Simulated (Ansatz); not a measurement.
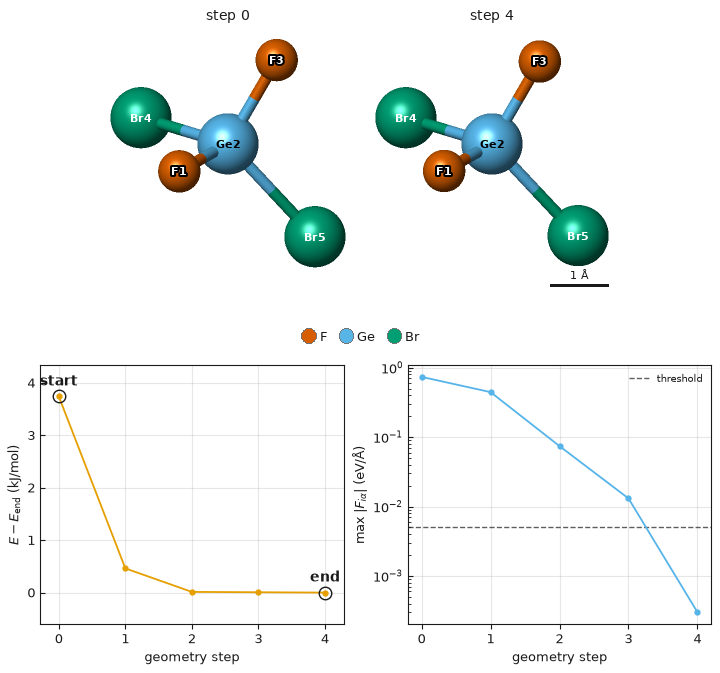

First and last geometry of a relaxation of GeBr2F2, with the history of the run. The picture is a ball-and-stick view, seen from a free direction.

The start comes from PBE-D4/def2-SVP.

These are results of RKS PBE0-D4/def2-TZVP (Ansatz 0.2.0), not measurements.

Input
```yaml
crystal:
  periodic: [false, false, false]
  atoms:
    - {symbol: F, position_ang: [1.215777, -1.242857, 0.463457]}
    - {symbol: Ge, position_ang: [0.023259, -0.045712, 0.061207]}
    - {symbol: F, position_ang: [-0.800656, 0.306858, 1.549072]}
    - {symbol: Br, position_ang: [-1.457626, -0.931325, -1.430837]}
    - {symbol: Br, position_ang: [1.069147, 1.839435, -0.684199]}
basis:
  gaussian: {orbitals: def2-TZVP}
hamiltonian: {xc: pbe0, dispersion: d4}
relax: {f_tol: 0.005, max_steps: 150}
```

Q: Read the history and describe the run.

A: It converged. After 4 geometry steps the energy has fallen by 3.74 kJ/mol. Largest force component: 0.74 eV/Å at the start, 0.0003 eV/Å at the end. The largest moves after the best rigid fit, 0.030 Å, are those of F1 and F3. Largest moves by element: F 0.030 Å, Br 0.028 Å, Ge 0.003 Å. Near-neighbour distances that change, for instance: Ge2–Br4 2.281 → 2.253 Å, F1–Ge2 1.737 → 1.709 Å. The run took of the order of 60 core-seconds on a shared host.
